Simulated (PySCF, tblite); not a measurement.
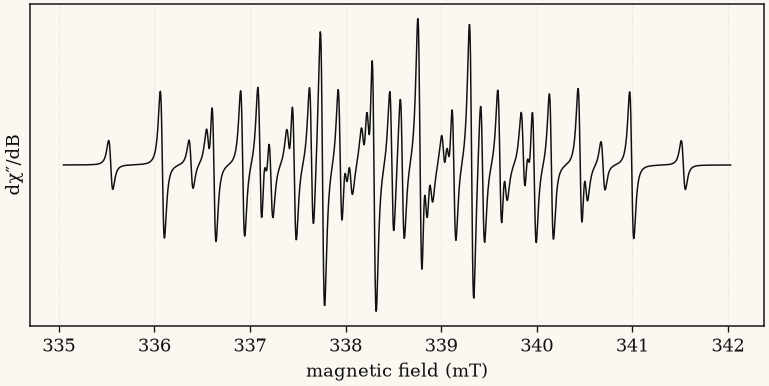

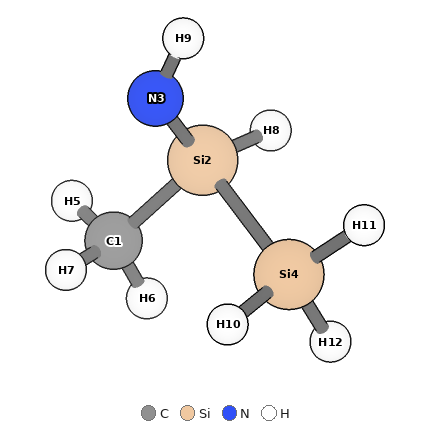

First-order isotropic EPR spectrum (fast tumbling, first derivative) of CH₈NSi₂, SMILES C[Si@@H]([NH])[SiH3], doublet at 9.50 GHz, Lorentzian lines of 0.06 mT full width at half height, from computed g and hyperfine couplings (B3LYP/pcH-1, PySCF 2.14.0, at a GFN2-xTB geometry (a minimum by its frequencies), gas phase); values of one conformer, averaged over methyl-type rotors alone; no vibrational averaging; dilute isotopes left out. The SMILES is one Lewis form and needn't show where the spin sits.

Which couplings does the calculation give? The spectrum shows the sizes of those above the line width, not their signs.

Answer.
```tsv
nuclei	isotope	a (mT)	a (MHz)
H9	¹H	−1.67	−46.7
H8	¹H	1.02	28.6
N3	¹⁴N	0.84	23.6
H10, H11, H12	¹H	0.54	15.2
```

What is the g value, and how wide is the spectrum?

Answer. g_iso = 2.0049, which centres the spectrum at 338.5 mT; it spans 6.0 mT.

Caveats: the tight-binding geometry is rougher than a DFT one and adds to the error.
